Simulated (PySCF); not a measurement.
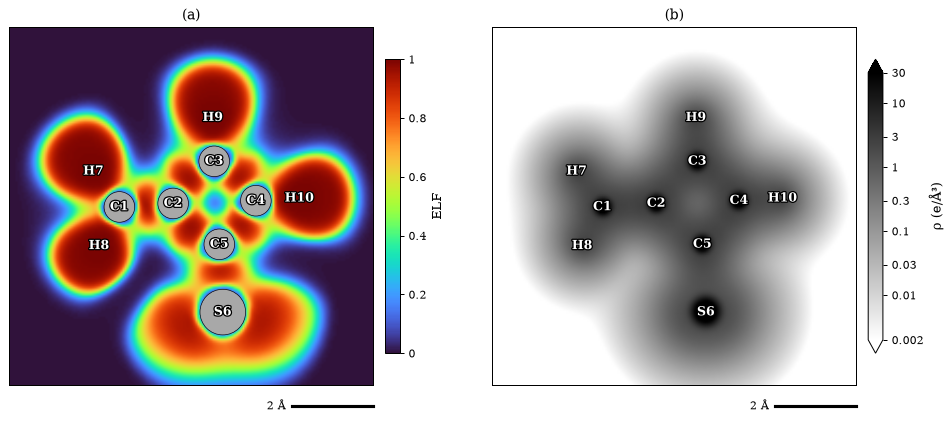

Figure. C5H4S (SMILES C=C1C=C[C]1[S-]) (charge −1, doublet). (a) ELF; (b) electron density on the molecular plane. Grey discs cover the atomic cores in the ELF map.

Geometry: GFN2-xTB.

Computed with PySCF 2.14.0, density-fitted response routines, UKS B3LYP, pcH-1 on C H S, non-relativistic, mean-field spin-orbit, GIAO.

```xyz
10

C     1.6947    0.4244    0.2520
C     0.4025    0.1685    0.0904
C    -0.8650    0.8176    0.3589
C    -1.5672   -0.2808   -0.1853
C    -0.3949   -0.9888   -0.4845
S     0.0052   -2.4599   -1.1707
H     2.0488    1.3442    0.7008
H     2.4475   -0.2821   -0.0599
H    -1.1461    1.7591    0.7965
H    -2.6167   -0.4976   -0.3207
```

Describe what can be read from this map.

Answer.
- The plane passes through C, S and H nuclei.
- C–C (1.33 Å): ρ at the midpoint is about 2.3 e/Å³; the ELF peaks at about 0.95 between the atoms: a short, multiple covalent bond.
- C–S (1.67 Å): the density is about 1.5 e/Å³ at the midpoint; the ELF peaks at about 0.90 between the atoms; localised, covalent bonding.
- C–H (1.08 Å): ρ at the midpoint is about 2 e/Å³; the ELF climbs to about 1 towards the hydrogen, as it does in any bond to H (a covalent bond by its length).
- C–C (1.40 Å): ρ at the midpoint is about 2 e/Å³; the ELF peaks at about 0.95 between the atoms; a covalent bond.
- C–C (1.45 Å): ρ is about 1.9 e/Å³ halfway; the ELF peaks at about 0.95 between the atoms, as expected for localised, covalent bonding.
- The ELF also peaks beside S6, away from the bonds: non-bonding electrons, paired or unpaired.
